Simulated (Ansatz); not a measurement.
Band structure of YbNi4Au (F-43m, 6 atoms in the cell).

```
YbNi4Au
1.0
    2.43682     1.40690     3.97930
   -2.43682     1.40690     3.97930
    0.00000    -2.81379     3.97930
Yb Ni Au
1 4 1
Cartesian
  0.00000   0.00000   2.98447
  0.00000   1.40698   5.47154
 -1.21848  -0.70349   5.47154
  1.21848  -0.70349   5.47154
  0.00000   0.00000   7.46122
  0.00000   0.00000   0.00000
```

Level of theory: PBEsol, PAW files made with PBE (plane waves; Ansatz, a first-principles code).

Settings: kpoints.mp_grid.grid = 7 7 7; hamiltonian.xc = pbesol; hamiltonian.pseudopotentials = {kind: paw} (the program's default PAW files); scf.occupations.method = gaussian; scf.occupations.width = 0.272 eV; kpoints.band_path.npoints = 8.

The starting cell comes from a database of computed structures (which also holds hypothetical and non-ambient phases and stackings), without a prior relaxation at this level. Spin-orbit coupling is off. Spin polarisation is off.

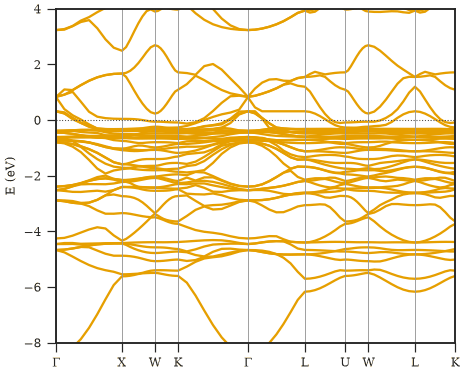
Figure. Bands along the path, energies from the Fermi level.

Levels in eV from the Fermi level, bands 55 to 62:
| point | 55 | 56 | 57 | 58 | 59 | 60 | 61 | 62 |
|---|---|---|---|---|---|---|---|---|
| Γ | 0.32 | 0.32 | 0.32 | 0.82 | 0.83 | 0.83 | 0.83 | 3.23 |
| X | -0.39 | -0.34 | -0.34 | -0.32 | 0.04 | 1.67 | 1.67 | 2.49 |
| W | -0.35 | -0.33 | -0.29 | -0.24 | -0.06 | 0.23 | 2.69 | 3.90 |
| K | -0.37 | -0.34 | -0.33 | -0.27 | -0.09 | 1.09 | 1.71 | 3.97 |
| L | -0.33 | -0.33 | -0.32 | 0.32 | 1.20 | 1.55 | 1.55 | 3.93 |
| U | -0.37 | -0.34 | -0.33 | -0.27 | -0.09 | 1.09 | 1.71 | 3.97 |

Bands cross the Fermi level along this path, so the cell is metallic at this level.

Keys are those of Ansatz 0.2.
